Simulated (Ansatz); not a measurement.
Molecule (SMILES): [Cl][Ga] (Cl-Ga) (closed-shell singlet).
Geometry (B3LYP-D3(BJ)/def2-TZVP, fixed):
```xyz
2

Ga     0.0000     0.0000    -0.7929
Cl     0.0000     0.0000     1.4460
```

Basis-set convergence of the dipole moment at PBE0 with Ansatz (a quantum-chemistry and plane-wave program). Dipoles come from the density behind the forces; the sign is taken along the dipole that this method gives in the largest set. Cartesian d functions, on some or all atoms, in 3-21G, 6-31G**, 6-311G**; all else is spherical. The program fits the integrals of some runs and decomposes those of others, by size. No added dispersion term, no relativity. Reference: the value in aug-pcseg-3, 2.578 D, itself unsure by roughly 0.002 D (its mean distance from aug-cc-pV(Q+d)Z, def2-QZVPPD). Deviations are taken from unrounded values.

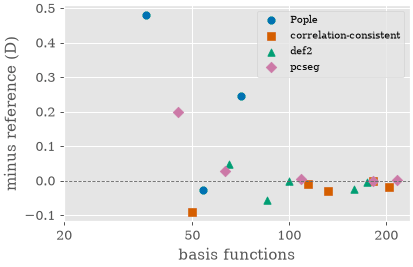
Figure: Deviation from the reference against the number of basis functions, by family of sets.

```
basis            functions  dipole moment (D)  minus reference (D)
---------------  ---------  -----------------  -------------------
3-21G                   36              3.057                0.479
pcseg-1                 45              2.775                0.198
cc-pV(D+d)Z             50              2.488               -0.090
6-31G**                 54              2.550               -0.028
aug-pcseg-1             63              2.607                0.029
def2-SVPD               65              2.627                0.050
6-311G**                71              2.823                0.246
def2-TZVP               85              2.521               -0.057
def2-TZVPD             100              2.577               -0.001
aug-pcseg-2            109              2.583                0.005
aug-cc-pV(T+d)Z        114              2.567               -0.011
cc-pV(Q+d)Z            132              2.548               -0.030
def2-QZVPP             159              2.555               -0.023
def2-QZVPPD            174              2.574               -0.004
aug-cc-pV(Q+d)Z        182              2.578                0.000
aug-pcseg-3            182              2.578                0.000
cc-pV(5+d)Z            204              2.560               -0.018
pcseg-4                216              2.579                0.001
```
